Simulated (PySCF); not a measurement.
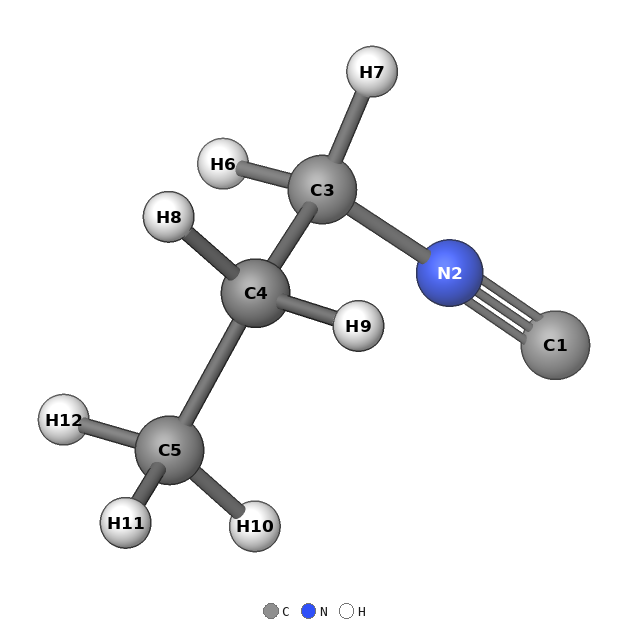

The geometry was computed by an optimisation with GFN2-xTB. No frequency run is at hand to confirm it as a minimum. Electric field gradients from the ground-state density, PBE0/pcSseg-1 (PySCF 2.14.0), non-relativistic apart from any core potentials.

Give the largest field-gradient component, the quadrupole coupling constant and the asymmetry for 14N at N2 (Q = 20.44 mb).

| atom | V_zz (a.u.) | e²qQ/h (MHz) | η |
| --- | --- | --- | --- |
| N2 | 0.103 | 0.494 | 0.02 |
